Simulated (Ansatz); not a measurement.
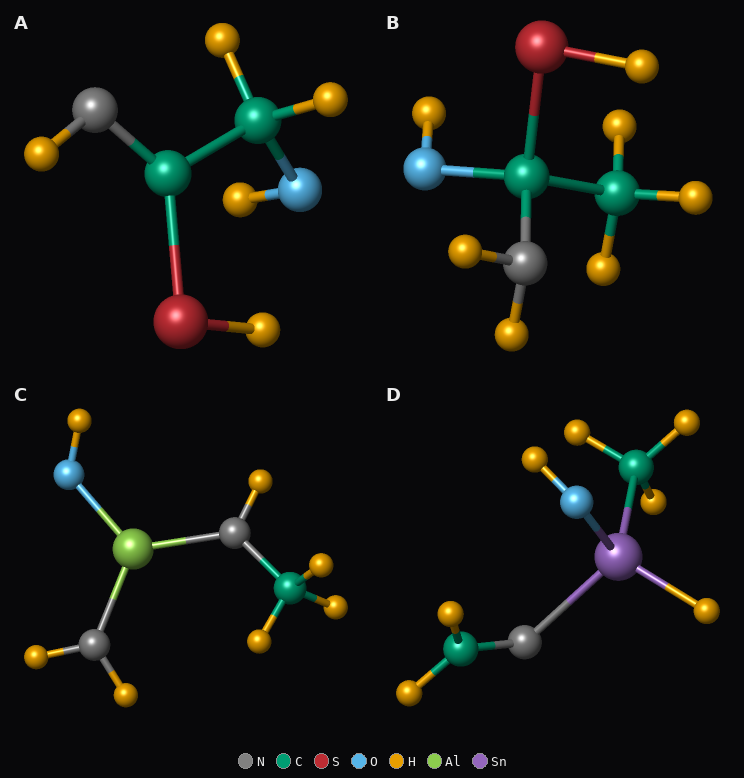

The picture comes from a calculation with Ansatz.

Match each picture to its SMILES.
(1) C[NH][Al]([NH2])[OH]
(2) C[C@](N)(O)S
(3) [H]/N=C(\S)CO
(4) C=[N][Sn@@H]([CH3])[OH]

Answer. A is (3), B is (2), C is (1), D is (4).
